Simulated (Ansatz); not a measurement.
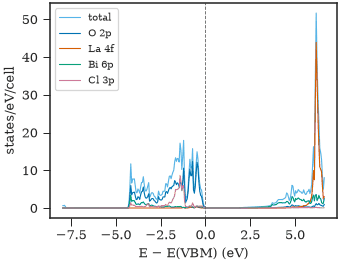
Total and projected density of states of LaBi₂ClO₄ in space group P4/mmm (No. 123; La on 1a, Bi on 2h, Cl on 1b, O on 4i), plane-wave PAW r²SCAN+D4 (Ansatz code)

Problem. Which orbitals carry the states next to the gap?

Solution. Top 1 eV of the valence band: O 2p 78 %, Cl 3p 7 %. Bottom 1 eV of the conduction band: Bi 6p 70 %, O 2s 8 %, O 2p 7 %. Projections are on Löwdin-orthogonalised atomic valence shells; empty p or d shells of many metals are not among them.

Problem. Where is the tallest occupied peak in this window, and what makes it?

Solution. Near -1.2 eV, about 18 states/eV per cell; the largest projected share is O 2p.

The first step of the workflow began from a Materials Project structure, measured or hypothetical; the Crystallography Open Database copy checked does not list it. Whether it is the stable phase at ambient conditions was not checked. Symmetry was held in the r²SCAN+D4 relaxation; its stability against distortions is not shown here. Scalar-relativistic: spin–orbit coupling is off unless named, which matters more the heavier the elements.

Potentials: the later of the program's two PAW sets.
